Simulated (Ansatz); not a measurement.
Consider Al6.

```csv
atom,x (Å),y (Å),z (Å)
Al,-1.9551,0.1174,-0.1778
Al,0.1630,-1.9756,-0.1379
Al,-0.1067,-0.1642,-1.9518
Al,0.1052,0.1235,1.9599
Al,-0.1455,1.9283,0.1337
Al,1.9469,-0.1398,0.1730
```

All numbers below come from Ansatz, DFT r2SCAN, Gaussian basis def2-TZVP.

> What will maps of the electron density and electron localisation function show?

Al–Al (2.58 Å): ρ at the midpoint is about 0.26 e/Å³; the ELF peaks at about 0.65 between the atoms.

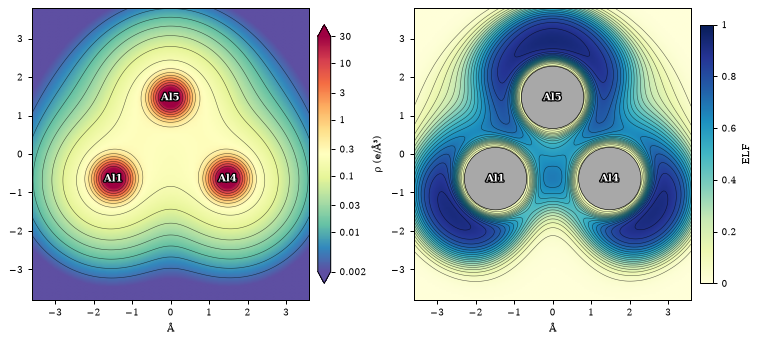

Computed electron density and electron localisation function on the plane of atoms Al1, Al5 and Al4, in this order. Grey discs cover the atomic cores in the ELF map. 
